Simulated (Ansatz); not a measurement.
# Lithium, fcc under BLYP: from relaxation to bulk modulus, part 2 of 2

The plan for lithium in the fcc structure: relax it, solve it on a dense k-mesh, then scale the cell to 7 volumes from 88 to 112 % of the relaxed one and try a fit of the equation of state. Spin polarisation is left out. The k-meshes are 12×12×12 for the relaxation; 21×21×21 for the dense run; 14×14×14 for the volumes.

Ansatz 0.2.0; DFT, BLYP, plane waves (420 eV) with PAW, scalar-relativistic. Earlier steps stand in the parts before.

## Step 6: The cell scaled to 96 % of its volume

This is Li in the fcc structure; at room conditions it is bcc.

input.yaml reads:

```yaml
crystal:
  lattice:
    - [0.0, 2.1260104888, 2.1260104888]
    - [2.1260104888, 0.0, 2.1260104888]
    - [2.1260104888, 2.1260104888, 0.0]
  atoms:
    - { symbol: Li, position: [0.0, 0.0, 0.0] }
hamiltonian:
  xc: blyp
  pseudopotentials:
    kind: paw
    azcp:
      Li: "pseudopotentials/Li.paw.azcp"
basis:
  ecutwfc: 420
  fft_grid_basis: typed
kpoints:
  mp_grid: { grid: [14, 14, 14], shift: [0, 0, 0] }
magnetization:
  spin_polarized: false
scf:
  occupations: { method: fermi_dirac, width: 0.1 }
  lower_state_search: "off"
output:
  stress: true
  write_density: true
  write_potential: true
  elf: true
  volumetric_format: npy
```

On the command line:

```sh
$ ansatz run input.yaml --threads 2 --pin off --max-ram 5120MiB --backend cpu --events-out ev --progress --plain --runs-dir out
```

Log, cut to the lines that bear on the results:

```text
Warning: RAYON_NUM_THREADS=2 ignored (pool sized by the plan → 2); use --threads N
[...]
Pseudopotentials: kind: paw
Pseudopotential: Li, paw, valence charge 3, recommended cutoff 420 eV (normal), <dir>
Functional definition: BLYP
[...]
Crystal: 1 atoms, lattice volume = 19.219 Å³
Basis set: ecut = 420 eV, 339 PW (Γ), exchange–correlation on 48×48×48 points (8 copies of the dense FFT grid, shifted against one another)
Bands: 6, of which v1, the nominal top of the filled ones, is band 2 counted from 1 (1 counted from 0)
Symmetry: 48 space group operations
Space group: Fm-3m (ITA 225), of the structure as read, at distance tolerance 2.7e-5 Å
k-points: 104 of 2744
[...]
SCF iter   1: F=—  HF=-204.947634 eV  |F-HF|=—  |Δ(HF+E_count)|=         —  Δρ=7.68e-4  dr2=1.27e-4  ethr=1.77e-3  ⟨swp⟩=4.1  Hψ=4844  notcnv=0
[...]
SCF iter   6: F=-204.947724 eV  HF=-204.947724 eV  |F-HF|=1.71e-12  |Δ(HF+E_count)|=  6.68e-10  Δρ=3.09e-8  dr2=8.37e-14  ethr=1.55e-12  ⟨swp⟩=2.9  Hψ=1983  notcnv=0
[...]
SCF converged after 6 iterations
Free energy (F): -204.947724 eV
[...]
E sigma→0 (E₀):  -204.940666 eV
Entropy (-TS):   -0.014116 eV (-14.116 meV/atom)
Fermi energy:    1.590191 eV
[...]
--- Stress (GPa, compression-positive) ---
        0.583315      -0.000000      -0.000000
       -0.000000       0.583315       0.000000
        0.000000       0.000000       0.583315
  P = ⅓ Tr σ = 0.5833 GPa (5.833 kbar)
--- Band table (eV; the first three rows and the last of 104) ---
  k-point 0: bands = ["-45.5245", "-1.9964", "16.2205", "16.2205", "16.2205", "20.5512"]
[...]
```

It took 0.71 s on 2 threads of Arm Neoverse V1, shared host; peak memory 0.26 GiB.

## Step 7: The cell scaled to 100 % of its volume

Edit input.yaml of step 6 so:

```diff
@@ -2,5 +2,5 @@
   lattice:
-    - [0.0, 2.1260104888, 2.1260104888]
-    - [2.1260104888, 0.0, 2.1260104888]
-    - [2.1260104888, 2.1260104888, 0.0]
+    - [0.0, 2.1551375396, 2.1551375396]
+    - [2.1551375396, 0.0, 2.1551375396]
+    - [2.1551375396, 2.1551375396, 0.0]
   atoms:
```

On the command line:

```sh
$ ansatz run input.yaml --threads 2 --pin off --max-ram 5120MiB --backend cpu --events-out ev --progress --plain --runs-dir out
```

Log, cut to the lines that bear on the results:

```text
Warning: RAYON_NUM_THREADS=2 ignored (pool sized by the plan → 2); use --threads N
[...]
[... 3 set-up lines as earlier in the session ...]
[...]
Crystal: 1 atoms, lattice volume = 20.020 Å³
Basis set: ecut = 420 eV, 387 PW (Γ), exchange–correlation on 48×48×48 points (8 copies of the dense FFT grid, shifted against one another)
Bands: 6, of which v1, the nominal top of the filled ones, is band 2 counted from 1 (1 counted from 0)
[... 2 set-up lines as earlier in the session ...]
k-points: 104 of 2744
[...]
SCF iter   1: F=—  HF=-204.948994 eV  |F-HF|=—  |Δ(HF+E_count)|=         —  Δρ=7.41e-4  dr2=1.26e-4  ethr=1.77e-3  ⟨swp⟩=4.2  Hψ=4847  notcnv=0
[...]
SCF iter   6: F=-204.949101 eV  HF=-204.949101 eV  |F-HF|=2.22e-12  |Δ(HF+E_count)|=  9.41e-10  Δρ=4.48e-8  dr2=3.51e-13  ethr=3.96e-12  ⟨swp⟩=2.8  Hψ=1991  notcnv=0
[...]
SCF converged after 6 iterations
Free energy (F): -204.949101 eV
[...]
E sigma→0 (E₀):  -204.941914 eV
Entropy (-TS):   -0.014375 eV (-14.375 meV/atom)
Fermi energy:    1.457538 eV
[...]
--- Stress (GPa, compression-positive) ---
       -0.014794      -0.000000       0.000000
       -0.000000      -0.014794       0.000000
       -0.000000       0.000000      -0.014794
  P = ⅓ Tr σ = -0.0148 GPa (-0.148 kbar)
--- Band table (eV; the first three rows and the last of 104) ---
  k-point 0: bands = ["-45.7253", "-2.0787", "15.6633", "15.6633", "15.6633", "19.9267"]
[...]
```

Wall time 1.3 s (2 threads of Arm Neoverse V1, shared host); peak memory 0.26 GiB.

## Step 8: The cell scaled to 104 % of its volume

Edit input.yaml of step 7 so:

```diff
@@ -2,5 +2,5 @@
   lattice:
-    - [0.0, 2.1551375396, 2.1551375396]
-    - [2.1551375396, 0.0, 2.1551375396]
-    - [2.1551375396, 2.1551375396, 0.0]
+    - [0.0, 2.1834978647, 2.1834978647]
+    - [2.1834978647, 0.0, 2.1834978647]
+    - [2.1834978647, 2.1834978647, 0.0]
   atoms:
@@ -25,5 +25 @@
   stress: true
-  write_density: true
-  write_potential: true
-  elf: true
-  volumetric_format: npy
```

On the command line:

```sh
$ ansatz run input.yaml --threads 2 --pin off --max-ram 5120MiB --backend cpu --events-out ev --progress --plain --runs-dir out
```

Log, cut to the lines that bear on the results:

```text
Warning: RAYON_NUM_THREADS=2 ignored (pool sized by the plan → 2); use --threads N
[...]
[... 3 set-up lines as earlier in the session ...]
[...]
Crystal: 1 atoms, lattice volume = 20.820 Å³
Basis set: ecut = 420 eV, 411 PW (Γ), exchange–correlation on 48×48×48 points (8 copies of the dense FFT grid, shifted against one another)
Bands: 6, of which v1, the nominal top of the filled ones, is band 2 counted from 1 (1 counted from 0)
[... 2 set-up lines as earlier in the session ...]
k-points: 104 of 2744
[...]
SCF iter   1: F=—  HF=-204.947607 eV  |F-HF|=—  |Δ(HF+E_count)|=         —  Δρ=7.32e-4  dr2=1.32e-4  ethr=1.77e-3  ⟨swp⟩=4.1  Hψ=4847  notcnv=0
[...]
SCF iter   6: F=-204.947737 eV  HF=-204.947737 eV  |F-HF|=6.59e-12  |Δ(HF+E_count)|=  6.23e-10  Δρ=4.48e-8  dr2=1.14e-13  ethr=4.45e-12  ⟨swp⟩=1.0  Hψ=1656  notcnv=0
[...]
SCF converged after 6 iterations
Free energy (F): -204.947737 eV
[...]
E sigma→0 (E₀):  -204.940425 eV
Entropy (-TS):   -0.014624 eV (-14.624 meV/atom)
Fermi energy:    1.334516 eV
[...]
--- Stress (GPa, compression-positive) ---
       -0.516354       0.000000       0.000000
        0.000000      -0.516354      -0.000000
       -0.000000       0.000000      -0.516354
  P = ⅓ Tr σ = -0.5164 GPa (-5.164 kbar)
```

Wall time 0.59 s (2 threads of Arm Neoverse V1, shared host); peak memory 0.26 GiB.

## Step 9: The cell scaled to 108 % of its volume

Edit input.yaml of step 8 so:

```diff
@@ -2,5 +2,5 @@
   lattice:
-    - [0.0, 2.1834978647, 2.1834978647]
-    - [2.1834978647, 0.0, 2.1834978647]
-    - [2.1834978647, 2.1834978647, 0.0]
+    - [0.0, 2.2111400127, 2.2111400127]
+    - [2.2111400127, 0.0, 2.2111400127]
+    - [2.2111400127, 2.2111400127, 0.0]
   atoms:
```

On the command line:

```sh
$ ansatz run input.yaml --threads 2 --pin off --max-ram 5120MiB --backend cpu --events-out ev --progress --plain --runs-dir out
```

Log, cut to the lines that bear on the results:

```text
Warning: RAYON_NUM_THREADS=2 ignored (pool sized by the plan → 2); use --threads N
[...]
[... 3 set-up lines as earlier in the session ...]
[...]
Crystal: 1 atoms, lattice volume = 21.621 Å³
Basis set: ecut = 420 eV, 411 PW (Γ), exchange–correlation on 48×48×48 points (8 copies of the dense FFT grid, shifted against one another)
Bands: 6, of which v1, the nominal top of the filled ones, is band 2 counted from 1 (1 counted from 0)
[... 2 set-up lines as earlier in the session ...]
k-points: 104 of 2744
[...]
SCF iter   1: F=—  HF=-204.943906 eV  |F-HF|=—  |Δ(HF+E_count)|=         —  Δρ=7.34e-4  dr2=1.43e-4  ethr=1.77e-3  ⟨swp⟩=4.1  Hψ=4820  notcnv=0
[...]
SCF iter   6: F=-204.944073 eV  HF=-204.944073 eV  |F-HF|=9.27e-12  |Δ(HF+E_count)|=  6.94e-10  Δρ=5.07e-8  dr2=1.51e-13  ethr=6.52e-12  ⟨swp⟩=1.0  Hψ=1721  notcnv=0
[...]
SCF converged after 6 iterations
Free energy (F): -204.944073 eV
[...]
E sigma→0 (E₀):  -204.936641 eV
Entropy (-TS):   -0.014864 eV (-14.864 meV/atom)
Fermi energy:    1.220099 eV
[...]
--- Stress (GPa, compression-positive) ---
       -0.937798       0.000000      -0.000000
        0.000000      -0.937798       0.000000
        0.000000       0.000000      -0.937798
  P = ⅓ Tr σ = -0.9378 GPa (-9.378 kbar)
```

Run time: 0.6 s. Hardware: 2 threads of Arm Neoverse V1, shared host; peak memory 0.26 GiB.

## Step 10: The cell scaled to 112 % of its volume

Edit input.yaml of step 9 so:

```diff
@@ -2,5 +2,5 @@
   lattice:
-    - [0.0, 2.2111400127, 2.2111400127]
-    - [2.2111400127, 0.0, 2.2111400127]
-    - [2.2111400127, 2.2111400127, 0.0]
+    - [0.0, 2.2381077926, 2.2381077926]
+    - [2.2381077926, 0.0, 2.2381077926]
+    - [2.2381077926, 2.2381077926, 0.0]
   atoms:
```

On the command line:

```sh
$ ansatz run input.yaml --threads 2 --pin off --max-ram 5120MiB --backend cpu --events-out ev --progress --plain --runs-dir out
```

Log, cut to the lines that bear on the results:

```text
Warning: RAYON_NUM_THREADS=2 ignored (pool sized by the plan → 2); use --threads N
[...]
[... 3 set-up lines as earlier in the session ...]
[...]
Crystal: 1 atoms, lattice volume = 22.422 Å³
Basis set: ecut = 420 eV, 411 PW (Γ), exchange–correlation on 48×48×48 points (8 copies of the dense FFT grid, shifted against one another)
Bands: 6, of which v1, the nominal top of the filled ones, is band 2 counted from 1 (1 counted from 0)
[... 2 set-up lines as earlier in the session ...]
k-points: 104 of 2744
[...]
SCF iter   1: F=—  HF=-204.938258 eV  |F-HF|=—  |Δ(HF+E_count)|=         —  Δρ=7.46e-4  dr2=1.59e-4  ethr=1.77e-3  ⟨swp⟩=4.1  Hψ=4838  notcnv=0
[...]
SCF iter   6: F=-204.938474 eV  HF=-204.938474 eV  |F-HF|=1.11e-11  |Δ(HF+E_count)|=  6.38e-10  Δρ=5.31e-8  dr2=1.65e-13  ethr=5.67e-12  ⟨swp⟩=1.0  Hψ=1705  notcnv=0
[...]
SCF converged after 6 iterations
Free energy (F): -204.938474 eV
[...]
E sigma→0 (E₀):  -204.930926 eV
Entropy (-TS):   -0.015096 eV (-15.096 meV/atom)
Fermi energy:    1.113400 eV
[...]
--- Stress (GPa, compression-positive) ---
       -1.292300      -0.000000       0.000000
        0.000000      -1.292300       0.000000
        0.000000      -0.000000      -1.292300
  P = ⅓ Tr σ = -1.2923 GPa (-12.923 kbar)
```

Wall time 0.61 s (2 threads of Arm Neoverse V1, shared host); peak memory 0.26 GiB.

## Step 11: The equation of state

All volumes keep the relaxed shape and fractional coordinates.

```tsv
V (Å³/atom)	E − E₀ (meV/atom)	P from the stress (GPa)	P from the fit (GPa)
17.617	14.2	2.16	2.13
18.418	5.8	1.30	1.27
19.219	1.3	0.58	0.56
20.020	0.0	-0.01	-0.04
20.820	1.5	-0.52	-0.54
21.621	5.3	-0.94	-0.96
22.422	11.0	-1.29	-1.31
```

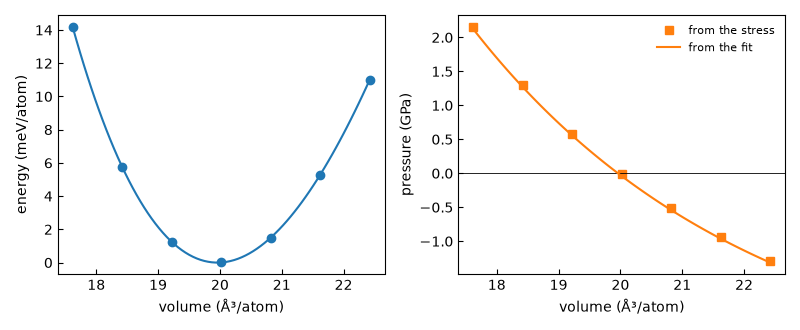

Energy and pressure against volume; the lines are the Birch-Murnaghan fit.

Fit (Birch-Murnaghan, third order): V₀ = 19.961 Å³/atom, B₀ = 13.8 GPa, B₀′ = 3.4, largest residual 0.01 meV/atom.

## Step 12: Outcome

The summary covers parts 1 to 2.

```
                      quantity                               value
space group (spins left aside)                     Fm-3m (No. 225)
             conventional cell                         a = 4.310 Å
                        volume                      20.020 Å³/atom
             shortest distance                             3.048 Å
               gap on the mesh        none (levels filled in part)
               relative to bcc                         -2 meV/atom
 highest ELF outside the cores  0.71, 2.16 Å from the nearest atom
                   V₀, B₀, B₀′       19.961 Å³/atom, 13.8 GPa, 3.4
```

**Reading.** From the guessed start the volume shrank by 7.4 % in 5 steps. It lies 2 meV/atom below the element's reference form at the same level (bcc, from a run of its own), within what mesh and smearing can decide. No gap shows: it is a metal or semimetal at this level. B₀ comes out at 13.8 GPa, a soft solid. The symmetry was held, so the structure may be unstable against distortions that break it.
